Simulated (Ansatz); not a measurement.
# SiH3Br (SMILES [SiH3]Br) at BLYP/STO-3G

Aim: the energy change on altering one bond length of SiH3Br at BLYP/STO-3G, from 2 runs. 

Program for the calculation: Ansatz 0.2.0.

56 further runs of the same task are left out: 6 that didn't finish, 50 set aside as unsound or not needed.

### 1 The structure to begin with

SiH3Br has 5 atoms, charge 0, and is taken as a singlet. SMILES: `[SiH3]Br`. The shape is that of a PBE0-D4/def2-TZVP optimisation.

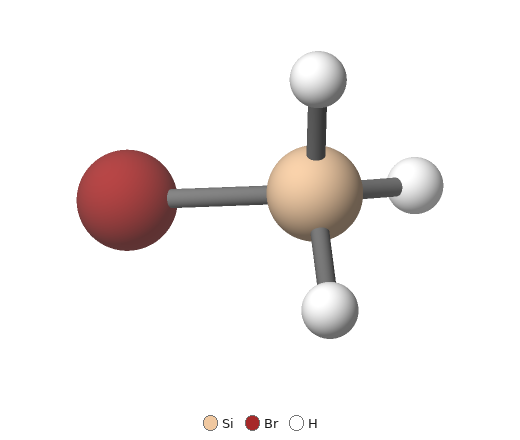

The structure, seen from a chosen angle (silicon light orange, bromine red, hydrogen white).

### 2 A single-point energy at BLYP/STO-3G

input.yaml

```yaml
crystal:
  periodic: [false, false, false]
  atoms:
    - symbol: Si
      position_ang: [-0.147420, 0.056100, -0.043220]
    - symbol: Br
      position_ang: [1.853020, -0.705130, 0.543250]
    - symbol: H
      position_ang: [-1.064550, -0.105170, 1.107850]
    - symbol: H
      position_ang: [-0.625550, -0.731350, -1.202270]
    - symbol: H
      position_ang: [-0.015510, 1.485560, -0.405610]
basis:
  gaussian: {orbitals: STO-3G}
hamiltonian: {xc: {name: BLYP}}
accuracy: high
```

Run with:

```bash
ansatz run input.yaml --threads 1 --pin off --max-ram 3480MiB --events-out events.jsonl --progress --plain --runs-dir runs
```

Log:

```text
Warning: RAYON_NUM_THREADS=1 ignored (pool sized by the plan → 1); use --threads N
Functional definition: BLYP
  name "BLYP"
  parameter beta = 0.0042
  parameter a = 0.04918
  parameter b = 0.132
  parameter c = 0.2533
  parameter d = 0.349
  exchange = b88_x(beta = beta)
  correlation = lyp_c(a = a, b = b, c = c, d = d)
441 factors; integrals over basis functions are off by at most 9.1e-9 eV
mean field evaluation 1: about -77109.9082 eV, gradient 2.2e1 eV
mean field evaluation 2: about -77109.5038 eV, gradient 2.3e1 eV
mean field evaluation 4: about -77111.6375 eV, gradient 3.0e-1 eV
mean field evaluation 8: about -77111.5858 eV, gradient 1.9e-3 eV
mean field evaluation 16: about -77111.5858 eV, gradient 8.7e-9 eV
mean field -77111.58575006 eV, -2833.7985082046 hartree, gradient 8.7e-9 eV, S^2 0.000000; 0 other end points of the search recorded, 0 dependent functions left out
reference -77111.58578642 eV, -2833.7985095410 hartree; 26, 26 occupied and 4, 4 virtual orbitals, 441 factors
Total energy: -77111.58578642 eV, -2833.7985095410 hartree
```

Wall time 1.5 s (1 thread of Arm Neoverse V1, shared host); peak memory 0.1 GiB.

### 3 The distorted shape, same level

run.yaml

```yaml
crystal:
  periodic: [false, false, false]
  atoms:
    - {symbol: Si, position_ang: [0.081852, 0.096416, -0.330974]}
    - {symbol: Br, position_ang: [2.082292, -0.664814, 0.255496]}
    - {symbol: H, position_ang: [-1.064550, -0.105170, 1.107850]}
    - {symbol: H, position_ang: [-0.396278, -0.691034, -1.490024]}
    - {symbol: H, position_ang: [0.213762, 1.525876, -0.693364]}
basis:
  gaussian: {orbitals: STO-3G}
hamiltonian: {xc: {name: BLYP}}
accuracy: high
```

Run with:

```bash
ansatz run run.yaml --threads 1 --pin off --max-ram 3480MiB --events-out events.jsonl --progress --plain --runs-dir runs
```

Log:

```text
Warning: RAYON_NUM_THREADS=1 ignored (pool sized by the plan → 1); use --threads N
Functional definition: BLYP
  name "BLYP"
  parameter beta = 0.0042
  parameter a = 0.04918
  parameter b = 0.132
  parameter c = 0.2533
  parameter d = 0.349
  exchange = b88_x(beta = beta)
  correlation = lyp_c(a = a, b = b, c = c, d = d)
440 factors; integrals over basis functions are off by at most 1.7e-8 eV
mean field evaluation 1: about -77108.2775 eV, gradient 2.4e1 eV
mean field evaluation 2: about -77106.2377 eV, gradient 3.1e1 eV
mean field evaluation 4: about -77110.5320 eV, gradient 7.0e-1 eV
mean field evaluation 8: about -77110.4687 eV, gradient 2.0e-3 eV
mean field evaluation 16: about -77110.4687 eV, gradient 3.8e-8 eV
mean field -77110.46866299 eV, -2833.7574560118 hartree, gradient 7.9e-9 eV, S^2 0.000000; 0 other end points of the search recorded, 0 dependent functions left out
reference -77110.46870018 eV, -2833.7574573788 hartree; 26, 26 occupied and 4, 4 virtual orbitals, 440 factors
Total energy: -77110.46870018 eV, -2833.7574573788 hartree
```

Wall time 1.5 s (1 thread of Arm Neoverse V1, shared host); peak memory 0.1 GiB.

### 4 Summary of results

Level: BLYP/STO-3G.

| quantity | value |
| --- | --- |
| first shape: total energy | -2833.79851 Eh |
| distorted shape: total energy | -2833.75746 Eh |
| energy change with the Si1–H3 bond stretched from 1.481 to 1.851 Å | 1.117 eV |

In words: With the Si1–H3 bond stretched from 1.481 to 1.851 Å the energy rises by 1.12 eV (26 kcal/mol). The first shape isn't relaxed at this level, so the change isn't measured from a minimum. The minimal basis adds a large error of its own.
